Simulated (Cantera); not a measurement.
Input: 1 mol Si, 1.4 mol HCl, 9.9 mol N2, equilibrated at 1.05 Torr.

These are equilibrium values from Cantera (NASA tables, ideal gas, pure condensed phases), not measurements of a reactor. Candidate condensed phases: NH4Cl, Si, Si3N4; 28 gas species. N2 is the only nitrogen source here; it is nearly inert below about 1500 K, so the nitride shown seldom forms there in practice. The tables' values for SiCl3 are old estimates; treat these amounts as uncertain. The numbers say what is thermodynamically allowed, not how fast it happens.

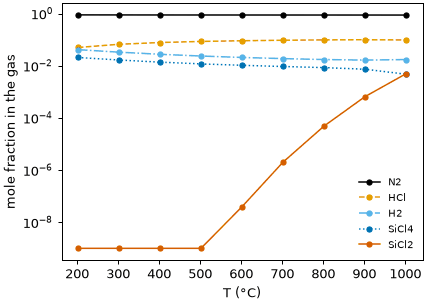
Equilibrium gas composition (values under 1e-9 drawn at 1e-9)

Read off the mole fractions at 502 °C.

N2 about 0.88, HCl about 0.085, H2 about 0.023, SiCl4 about 0.012.
